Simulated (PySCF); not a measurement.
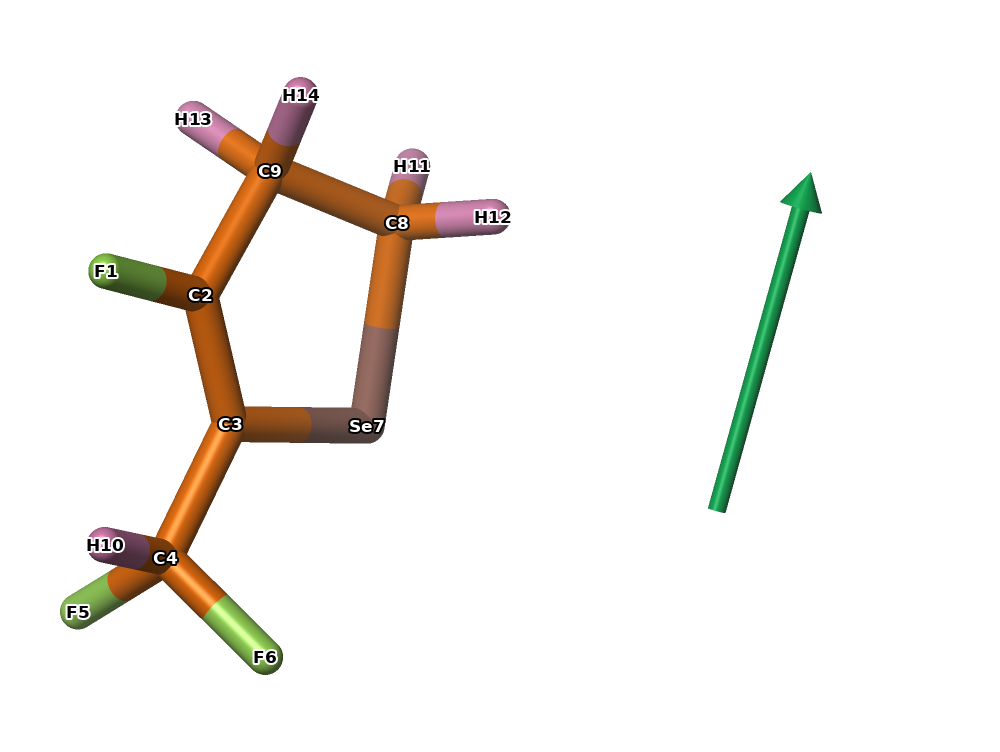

The arrow beside the molecule shows the direction of the dipole moment, from the negative to the positive end (its length means nothing). Computed geometry: GFN2-xTB optimisation. No frequency run is at hand to confirm it as a minimum. Properties computed with CAM-B3LYP/def2-SVPD, gas phase (PySCF 2.14.0).

> How large is the dipole moment?

3.75 D; it points from the side of F5, F6 to the side of H14 (the outermost atoms at the two ends).

The geometry is semi-empirical. Around Se such bond lengths and angles can be off by a tenth of an ångström or more and by several degrees, and values that hang on the shape move with them.
